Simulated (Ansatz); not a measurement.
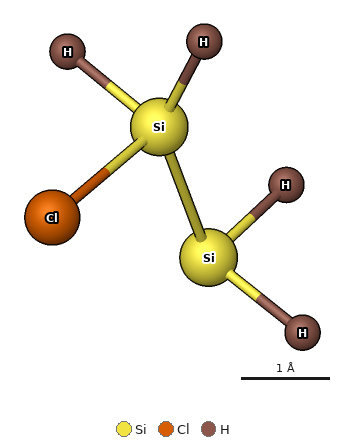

**Figure 1.** The input geometry (ball-and-stick view, seen at a tilt). Bond lengths as drawn: Cl–Si 2.16 Å, H–Si 1.49 to 1.51 Å and Si–Si 2.23 Å.

# Run report: Si$_{2}$H$_{4}$Cl (charge −1), geometry relaxation

System: Si$_{2}$H$_{4}$Cl, charge −1, SMILES [SiH2-][SiH2]Cl.
Method: RKS PBE0-D4/def2-TZVPD (Ansatz 0.2.0).

**The program's output**
```
Functional definition: PBE0
  name "PBE0"
  cite "Adamo & Barone, J. Chem. Phys. 110, 6158 (1999) doi:10.1063/1.478522"
  cite "Perdew, Burke & Ernzerhof, Phys. Rev. Lett. 77, 3865 (1996) doi:10.1103/PhysRevLett.77.3865"
  parent pbe
  parameter a = 0.25
  parameter kappa = 0.804
  parameter beta = 0.06672455060314922
  exchange = (1 - a)*pbe_x(kappa = kappa, mu = beta*pi^2/3) + a*exact_x
  correlation = pbe_c(beta = beta)
1104 factors; their error is unknown
mean field evaluation 1: about -28333.4384 eV, gradient 1.8e1 eV
mean field evaluation 2: about -28333.4164 eV, gradient 2.0e1 eV
mean field evaluation 4: about -28334.6763 eV, gradient 1.2e0 eV
mean field evaluation 8: about -28334.7199 eV, gradient 1.0e-1 eV
mean field evaluation 16: about -28334.7200 eV, gradient 1.5e-5 eV
mean field -28334.71995088 eV, -1041.2817522318 hartree, gradient 1.5e-5 eV, S^2 0.000000; 0 other end points of the search recorded, 0 dependent functions left out
the calculation of the forces begins
reference -28334.71999401 eV, -1041.2817538168 hartree; 25, 25 occupied and 143, 143 virtual orbitals, 1104 factors
relax step   1: F+E_penalty+E_count = -28334.90266719 eV  Δ(F+E_penalty+E_count) = +0.000e0 eV  max|allowed force component| = 1.376e0 eV/Å  Δτ_max = 0.0000 Å  (26 SCF iters, accepted)
these checks for a lower state are left out or cut short: starts, cluster_reference, orbital_swaps, neighbouring_geometries, increment
1104 factors; their error is unknown
mean field -28334.91229277 eV, -1041.2888206659 hartree, gradient 5.8e-6 eV, S^2 0.000000; 0 other end points of the search recorded, 0 dependent functions left out
[... from here on the field's lines of each further geometry are left out, up to the last ...]
relax step   2: F+E_penalty+E_count = -28335.09428174 eV  Δ(F+E_penalty+E_count) = -1.916e-1 eV  max|allowed force component| = 6.155e-1 eV/Å  Δτ_max = 0.1948 Å  (30 SCF iters, accepted)
relax step   3: F+E_penalty+E_count = -28335.16439242 eV  Δ(F+E_penalty+E_count) = -7.011e-2 eV  max|allowed force component| = 3.847e-1 eV/Å  Δτ_max = 0.0990 Å  (29 SCF iters, accepted)
relax step   4: F+E_penalty+E_count = -28335.19763738 eV  Δ(F+E_penalty+E_count) = -3.324e-2 eV  max|allowed force component| = 3.231e-1 eV/Å  Δτ_max = 0.1357 Å  (28 SCF iters, accepted)
relax step   5: F+E_penalty+E_count = -28335.16121835 eV  Δ(F+E_penalty+E_count) = +3.642e-2 eV  max|allowed force component| = 5.214e-1 eV/Å  Δτ_max = 0.1876 Å  (28 SCF iters, rejected (line search))
relax step   6: F+E_penalty+E_count = -28335.21103366 eV  Δ(F+E_penalty+E_count) = -1.340e-2 eV  max|allowed force component| = 6.722e-2 eV/Å  Δτ_max = 0.0916 Å  (29 SCF iters, accepted)
relax step   7: F+E_penalty+E_count = -28335.21270708 eV  Δ(F+E_penalty+E_count) = -1.673e-3 eV  max|allowed force component| = 4.328e-2 eV/Å  Δτ_max = 0.0349 Å  (28 SCF iters, accepted)
relax step   8: F+E_penalty+E_count = -28335.21356108 eV  Δ(F+E_penalty+E_count) = -8.540e-4 eV  max|allowed force component| = 2.332e-2 eV/Å  Δτ_max = 0.0180 Å  (29 SCF iters, accepted)
relax step   9: F+E_penalty+E_count = -28335.21434006 eV  Δ(F+E_penalty+E_count) = -7.790e-4 eV  max|allowed force component| = 2.016e-2 eV/Å  Δτ_max = 0.0386 Å  (28 SCF iters, accepted)
relax step  10: F+E_penalty+E_count = -28335.21449978 eV  Δ(F+E_penalty+E_count) = -1.597e-4 eV  max|allowed force component| = 1.378e-2 eV/Å  Δτ_max = 0.0084 Å  (30 SCF iters, accepted)
relax step  11: F+E_penalty+E_count = -28335.21474479 eV  Δ(F+E_penalty+E_count) = -2.450e-4 eV  max|allowed force component| = 2.470e-2 eV/Å  Δτ_max = 0.0261 Å  (29 SCF iters, accepted)
relax step  12: F+E_penalty+E_count = -28335.21479458 eV  Δ(F+E_penalty+E_count) = -4.979e-5 eV  max|allowed force component| = 1.602e-2 eV/Å  Δτ_max = 0.0115 Å  (30 SCF iters, accepted)
relax step  13: F+E_penalty+E_count = -28335.21336707 eV  Δ(F+E_penalty+E_count) = +1.428e-3 eV  max|allowed force component| = 9.731e-2 eV/Å  Δτ_max = 0.0170 Å  (29 SCF iters, rejected (line search))
the calculation of the forces begins
reference -28335.03370080 eV, -1041.2932823288 hartree; 25, 25 occupied and 143, 143 virtual orbitals, 1104 factors
relax step  14: F+E_penalty+E_count = -28335.21483024 eV  Δ(F+E_penalty+E_count) = -3.566e-5 eV  max|allowed force component| = 3.165e-3 eV/Å  Δτ_max = 0.0036 Å  (24 SCF iters, accepted)
```

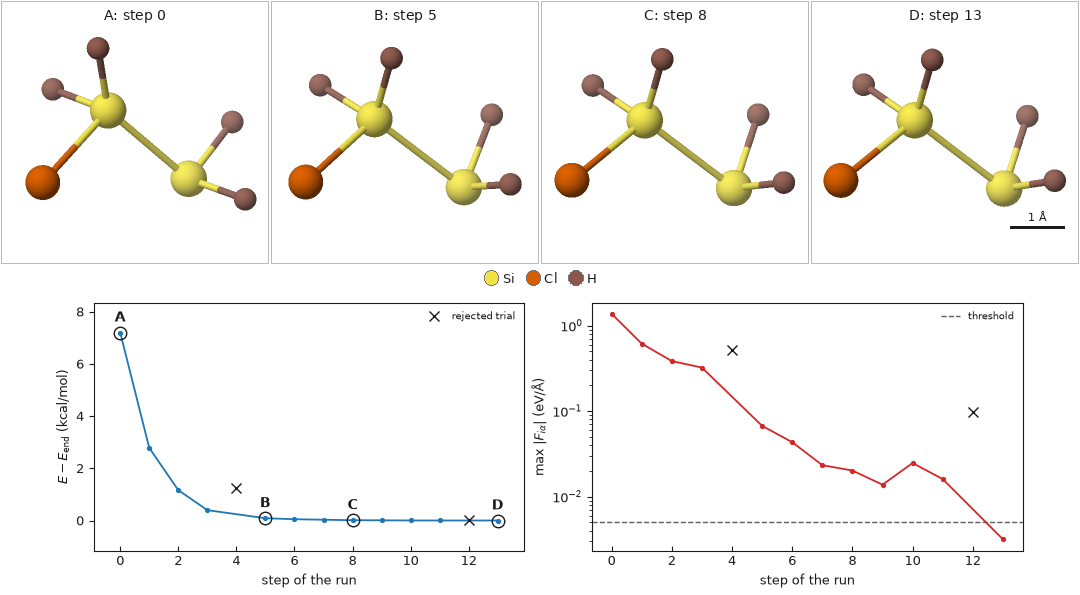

**Figure 2.** Frames of the relaxation (ball-and-stick view, seen at a tilt) above the curves, on which the letters mark them (the first geometry is step 0 here and step 1 in the log).

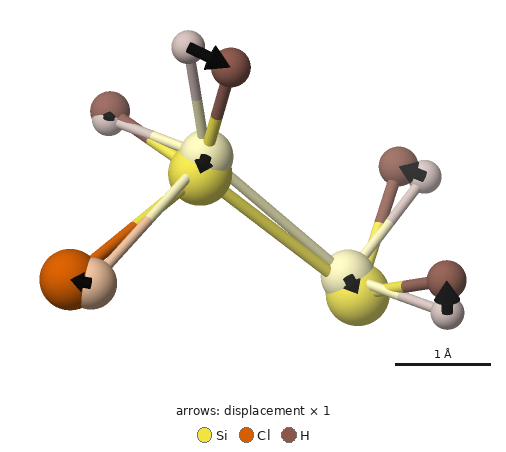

**Figure 3.** Start (faint) and end (solid) with the displacements as black arrows, at true length (ball-and-stick view, seen at a tilt). The two geometries are laid on each other by the best rigid fit. The largest move after the best rigid fit is that of H7, 0.50 Å. Largest moves by element: H 0.50 Å, Cl 0.22 Å, Si 0.21 Å. Among the contacts that change: Si1–Si2 2.227 → 2.332 Å, Si1–H4 1.501 → 1.535 Å, Si1–H5 1.513 → 1.545 Å, Si2–H6 1.486 → 1.505 Å. Among the angles that change: Si1–Si2–H7 145.1° → 122.2°, Si2–Si1–H5 101.0° → 84.7°, Si2–Si1–H4 107.0° → 91.8°. The energy falls by 7.20 kcal/mol in 13 geometry steps. The largest force component goes from 1.4 to 0.0032 eV/Å. The line search rejected the trial steps at points 4, 12 (counted from 0) and went back. (Atoms are counted from 1 in the order of the input.)

```
1104 factors; their error is unknown
mean field -28335.03365664 eV, -1041.2932807061 hartree, gradient 9.7e-6 eV, S^2 0.000000; 1 other end points of the search recorded, 0 dependent functions left out
the calculation of the forces begins
reference -28335.03370080 eV, -1041.2932823288 hartree; 25, 25 occupied and 143, 143 virtual orbitals, 1104 factors
Total energy: -28335.21487439 eV, -1041.2999403355 hartree
Atom 0 at    -1.660583     0.108051    -0.303664 Å, force     0.002410     0.002008    -0.002879 eV/Å
Atom 1 at     0.551512    -0.083520     0.407687 Å, force    -0.003165    -0.001498     0.001316 eV/Å
Atom 2 at     1.044883    -1.941467     1.368716 Å, force    -0.000184     0.001515    -0.000227 eV/Å
Atom 3 at    -1.329161    -0.526579    -1.661889 Å, force    -0.001399     0.000698     0.001484 eV/Å
Atom 4 at    -1.246022     1.529214    -0.744441 Å, force    -0.000915    -0.002975     0.001095 eV/Å
Atom 5 at     0.926819     0.903738     1.479631 Å, force     0.000681    -0.000291     0.000311 eV/Å
Atom 6 at     1.712552     0.010583    -0.546039 Å, force     0.002572     0.000543    -0.001101 eV/Å
Dipole moment:     0.683334    -0.237422     0.267323 e Å
```

**Trajectory as extended XYZ (Å, eV, eV/Å), 14 frames, from step=1 to step=14**
```
7
Properties=species:S:1:pos:R:3:forces:R:3 step=1 energy=-28334.90267
Si   -1.4626    0.1738   -0.2752   -1.3757   0.1097   0.0085
Si    0.6869    0.0027    0.2810    1.0398  -0.5661   0.8378
Cl    0.9376   -1.9455    1.1759   -0.0606  -0.1146  -0.0555
H    -1.6609   -0.6436   -1.5185    0.2013  -0.2308  -0.3384
H    -1.4829    1.5344   -0.9360    0.1576   0.2612  -0.0497
H     0.8861    0.8282    1.5006   -0.0257   0.4103   0.1731
H     2.0958    0.0500   -0.2277    0.0632   0.1303  -0.5758
7
Properties=species:S:1:pos:R:3:forces:R:3 step=2 energy=-28335.09428
Si   -1.5153    0.1669   -0.2657   -0.6156  -0.1046  -0.0328
Si    0.6795   -0.0487    0.3767    0.3631  -0.0108  -0.0587
Cl    0.9143   -2.0263    1.2171    0.1136   0.3658  -0.0737
H    -1.5424   -0.6539   -1.5539    0.1531   0.0368  -0.0354
H    -1.4214    1.5558   -0.8989    0.1875   0.0251  -0.0176
H     0.8823    0.9156    1.5190    0.1619  -0.1684   0.0336
H     2.0030    0.0906   -0.3941   -0.3636  -0.1440   0.1846
7
Properties=species:S:1:pos:R:3:forces:R:3 step=3 energy=-28335.16439
Si   -1.5913    0.1521   -0.2685   -0.1087   0.0030  -0.1306
Si    0.6386   -0.0300    0.3943    0.2074  -0.0329  -0.0551
Cl    0.9335   -1.9882    1.2321    0.0937   0.1222   0.0061
H    -1.4747   -0.6505   -1.5816    0.1057   0.1278   0.1250
H    -1.3633    1.5445   -0.8883    0.0491  -0.0561  -0.0014
H     0.9368    0.8945    1.5593    0.0375  -0.1425  -0.1452
H     1.9205    0.0777   -0.4473   -0.3847  -0.0215   0.2012
7
Properties=species:S:1:pos:R:3:forces:R:3 step=4 energy=-28335.19764
Si   -1.6489    0.1573   -0.2658    0.1498  -0.0482  -0.3231
Si    0.5882   -0.0492    0.4118    0.0743   0.1348   0.0593
Cl    0.9764   -1.9752    1.2734    0.0281   0.0212  -0.0152
H    -1.3587   -0.6139   -1.5853   -0.0625   0.1157   0.2248
H    -1.3263    1.5402   -0.8887    0.0298  -0.1008   0.0987
H     0.9729    0.8677    1.5570   -0.0300  -0.0890  -0.1349
H     1.7965    0.0732   -0.5022   -0.1896  -0.0337   0.0904
7
Properties=species:S:1:pos:R:3:forces:R:3 step=5 energy=-28335.16122 accepted=F
Si   -1.6426    0.1374   -0.3409   -0.4740   0.0007   0.4666
Si    0.5282   -0.0637    0.4891    0.2539  -0.0948  -0.5214
Cl    1.0661   -1.9711    1.3211   -0.0960   0.0997   0.0674
H    -1.3405   -0.5805   -1.6470    0.2212  -0.0399  -0.0930
H    -1.2365    1.5344   -0.8226    0.1023   0.0698  -0.0416
H     1.0101    0.8964    1.5428   -0.1690  -0.0454   0.0677
H     1.6151    0.0471   -0.5425    0.1616   0.0100   0.0543
7
Properties=species:S:1:pos:R:3:forces:R:3 step=6 energy=-28335.21103
Si   -1.6596    0.1468   -0.2897    0.0478  -0.0125   0.0515
Si    0.5578   -0.0534    0.4183   -0.0672  -0.0195   0.0091
Cl    1.0040   -1.9641    1.2868    0.0219  -0.0067   0.0246
H    -1.3264   -0.6042   -1.5859   -0.0124   0.0351  -0.0397
H    -1.2530    1.5324   -0.8343    0.0049  -0.0073  -0.0253
H     0.9543    0.8793    1.5319   -0.0015   0.0041  -0.0033
H     1.7229    0.0631   -0.5271    0.0066   0.0068  -0.0171
7
Properties=species:S:1:pos:R:3:forces:R:3 step=7 energy=-28335.21271
Si   -1.6592    0.1403   -0.2910   -0.0273   0.0089   0.0225
Si    0.5518   -0.0634    0.4242   -0.0058  -0.0203  -0.0433
Cl    1.0281   -1.9604    1.3093    0.0008   0.0028   0.0125
H    -1.3371   -0.5784   -1.6068    0.0110  -0.0204  -0.0194
H    -1.2369    1.5240   -0.8288    0.0084   0.0170   0.0231
H     0.9480    0.8797    1.5274   -0.0110   0.0138   0.0063
H     1.7054    0.0582   -0.5343    0.0239  -0.0017  -0.0017
7
Properties=species:S:1:pos:R:3:forces:R:3 step=8 energy=-28335.21356
Si   -1.6604    0.1370   -0.2933   -0.0211  -0.0058   0.0106
Si    0.5498   -0.0692    0.4197    0.0090  -0.0057  -0.0233
Cl    1.0361   -1.9571    1.3204   -0.0037   0.0023   0.0066
H    -1.3397   -0.5720   -1.6160    0.0045  -0.0034  -0.0109
H    -1.2298    1.5259   -0.8124    0.0055   0.0075   0.0135
H     0.9379    0.8834    1.5179   -0.0063   0.0106   0.0041
H     1.7063    0.0521   -0.5362    0.0121  -0.0055  -0.0006
7
Properties=species:S:1:pos:R:3:forces:R:3 step=9 energy=-28335.21434
Si   -1.6623    0.1256   -0.2974   -0.0021  -0.0137  -0.0177
Si    0.5477   -0.0802    0.4115    0.0202   0.0105   0.0050
Cl    1.0501   -1.9500    1.3446   -0.0070   0.0082   0.0005
H    -1.3454   -0.5524   -1.6393   -0.0018   0.0139   0.0102
H    -1.2176    1.5262   -0.7758   -0.0067  -0.0046   0.0031
H     0.9185    0.8952    1.4968    0.0036  -0.0078  -0.0039
H     1.7092    0.0356   -0.5403   -0.0063  -0.0065   0.0028
7
Properties=species:S:1:pos:R:3:forces:R:3 step=10 energy=-28335.21450
Si   -1.6623    0.1226   -0.2985   -0.0012  -0.0100  -0.0109
Si    0.5479   -0.0796    0.4117    0.0132   0.0107  -0.0050
Cl    1.0483   -1.9475    1.3461   -0.0047  -0.0105   0.0138
H    -1.3403   -0.5483   -1.6423   -0.0020   0.0098   0.0061
H    -1.2245    1.5268   -0.7710   -0.0055  -0.0005   0.0016
H     0.9218    0.8970    1.4943    0.0018  -0.0031  -0.0002
H     1.7092    0.0292   -0.5403   -0.0016   0.0036  -0.0053
7
Properties=species:S:1:pos:R:3:forces:R:3 step=11 energy=-28335.21475
Si   -1.6603    0.1111   -0.3025   -0.0015   0.0012  -0.0035
Si    0.5509   -0.0834    0.4087   -0.0189   0.0247  -0.0019
Cl    1.0434   -1.9415    1.3639    0.0100  -0.0233   0.0085
H    -1.3297   -0.5329   -1.6567   -0.0023   0.0053   0.0014
H    -1.2396    1.5287   -0.7498   -0.0030  -0.0054  -0.0012
H     0.9264    0.9008    1.4834    0.0018   0.0031   0.0002
H     1.7090    0.0173   -0.5470    0.0140  -0.0055  -0.0036
7
Properties=species:S:1:pos:R:3:forces:R:3 step=12 energy=-28335.21479
Si   -1.6607    0.1078   -0.3045   -0.0024  -0.0006  -0.0036
Si    0.5512   -0.0839    0.4081    0.0116  -0.0103   0.0032
Cl    1.0468   -1.9421    1.3708   -0.0091   0.0160  -0.0070
H    -1.3288   -0.5246   -1.6638   -0.0007   0.0001   0.0044
H    -1.2494    1.5302   -0.7441    0.0030  -0.0047   0.0041
H     0.9284    0.9040    1.4787   -0.0037  -0.0013   0.0021
H     1.7127    0.0085   -0.5452    0.0013   0.0008  -0.0032
7
Properties=species:S:1:pos:R:3:forces:R:3 step=13 energy=-28335.21337 accepted=F
Si   -1.6631    0.0985   -0.3041    0.0598   0.0486   0.0115
Si    0.5538   -0.0731    0.4055   -0.0587  -0.0973   0.0038
Cl    1.0328   -1.9365    1.3651    0.0279  -0.0083   0.0145
H    -1.3329   -0.5265   -1.6672    0.0135  -0.0005   0.0075
H    -1.2393    1.5203   -0.7347   -0.0364   0.0198  -0.0183
H     0.9319    0.9078    1.4821   -0.0068   0.0132  -0.0156
H     1.7167    0.0095   -0.5467    0.0007   0.0246  -0.0035
7
Properties=species:S:1:pos:R:3:forces:R:3 step=14 energy=-28335.21483
Si   -1.6606    0.1081   -0.3037    0.0024   0.0020  -0.0029
Si    0.5515   -0.0835    0.4077   -0.0032  -0.0015   0.0013
Cl    1.0449   -1.9415    1.3687   -0.0002   0.0015  -0.0002
H    -1.3292   -0.5266   -1.6619   -0.0014   0.0007   0.0015
H    -1.2460    1.5292   -0.7444   -0.0009  -0.0030   0.0011
H     0.9268    0.9037    1.4796    0.0007  -0.0003   0.0003
H     1.7126    0.0106   -0.5460    0.0026   0.0005  -0.0011
```

The run was set up as follows.

**The input**
```yaml
crystal:
  periodic: [false, false, false]
  atoms:
    - {symbol: Si, position_ang: [-1.462610, 0.173770, -0.275250]}
    - {symbol: Si, position_ang: [0.686940, 0.002710, 0.281000]}
    - {symbol: Cl, position_ang: [0.937620, -1.945510, 1.175930]}
    - {symbol: H, position_ang: [-1.660940, -0.643610, -1.518480]}
    - {symbol: H, position_ang: [-1.482920, 1.534430, -0.936040]}
    - {symbol: H, position_ang: [0.886130, 0.828230, 1.500580]}
    - {symbol: H, position_ang: [2.095780, 0.050000, -0.227740]}
basis:
  gaussian: {orbitals: def2-TZVPD}
total_charge: -1
hamiltonian: {xc: pbe0, dispersion: d4}
relax: {f_tol: 0.005, max_steps: 200}
```

Run as:
```bash
ansatz run in.yaml --threads 2 --pin off --events-out ev --progress --plain --max-ram 4352MiB
```

**Summary**

| quantity | value |
| --- | --- |
| outcome | converged |
| total energy | −28335.2149 eV |
| mean-field energy | −28335.0337 eV |
| dispersion energy | −0.1812 eV |
| SCF solution under orbital rotations | stable |
| largest force (length of the vector) at the end | 0.004 eV/Å |
| hardware | 2 threads of Arm Neoverse V1, 23 GiB of memory available, shared host |
| wall time | 65 s (CPU time 2.1 min) |
| peak memory | 0.4 GiB |
